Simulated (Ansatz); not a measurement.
The parent structure is BaTiO$_{3}$ in the cubic perovskite structure (space group Pm-3m, No. 221; a = 3.970 Å).

One thing is altered: every lattice vector is stretched by 3.45 %; the atoms relax in the strained cell.

Method: Ansatz (a program for electronic structure) PBEsol, scalar-relativistic without spin-orbit coupling, earlier PAW set.

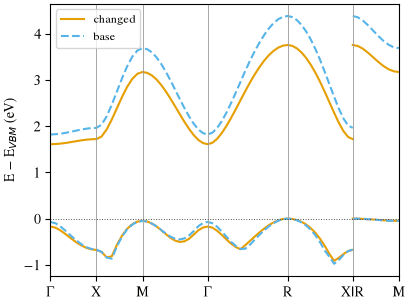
Figure: Highest valence and lowest conduction band along the path, each from its own valence-band maximum

From the figure, how large is the changed gap, and is it direct?

About 1.6 eV, indirect, R → Γ.

Whether these cells are dynamically stable was not tested. All final runs are without spin polarisation. Many cubic perovskites are stable only at high temperature; tilts and polar distortions were not tested. This is not the structure that BaTiO3 has at room temperature and ambient pressure.
